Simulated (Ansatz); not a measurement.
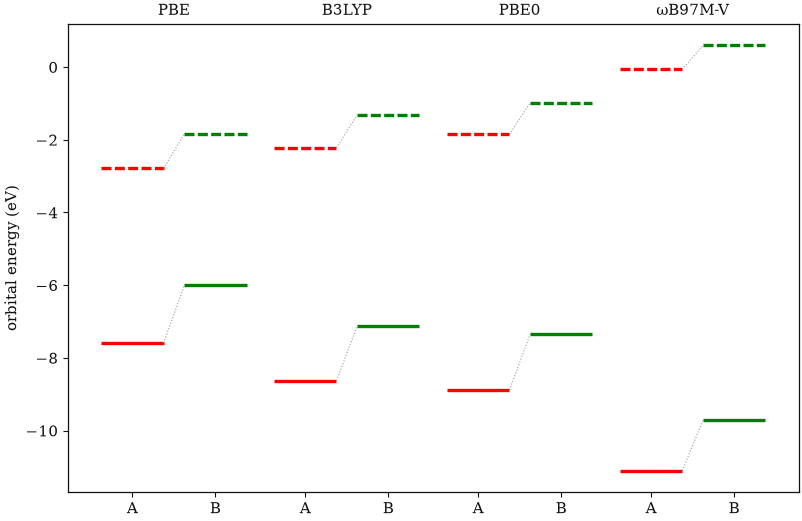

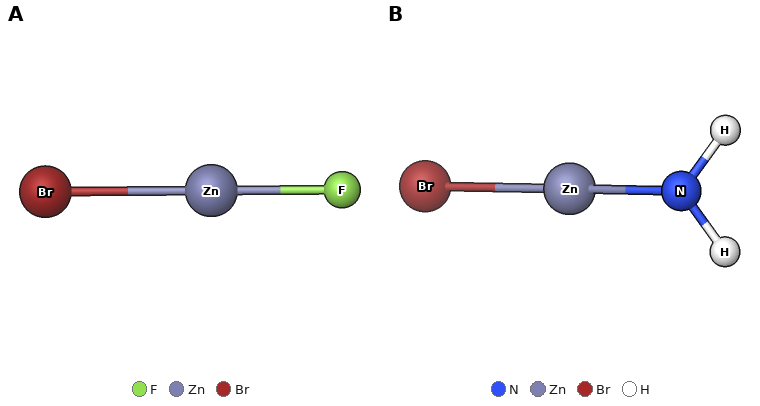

One change: A, ZnBrF (SMILES [F][Zn][Br]), becomes B, ZnNH₂Br (SMILES [NH2][Zn][Br]). F on Zn is replaced by NH₂. HOMO (solid) and LUMO (dashed) computed in def2-TZVPP at PBE0-D4/def2-TZVP geometries, both minima by their frequencies, gas phase, the Ansatz code 0.2.0. Empty levels above zero depend strongly on the basis.

> What does the change do to HOMO and LUMO?

PBE: the HOMO rises by 1.59 eV, the LUMO rises by 0.95 eV, and the separation goes from 4.80 to 4.16 eV. B3LYP: the HOMO rises by 1.51 eV, the LUMO rises by 0.90 eV, and the separation goes from 6.41 to 5.80 eV. PBE0: the HOMO rises by 1.53 eV, the LUMO rises by 0.87 eV, and the separation goes from 7.03 to 6.37 eV. ωB97M-V: the HOMO rises by 1.39 eV, the LUMO rises by 0.66 eV, and the separation goes from 11.03 to 10.31 eV.

> Do the functionals agree on the effect?

They agree on the direction for both levels; the HOMO shift lies between 1.39 and 1.59 eV and the LUMO shift between 0.66 and 0.95 eV, while the separations themselves differ by up to 6.2 eV between functionals.
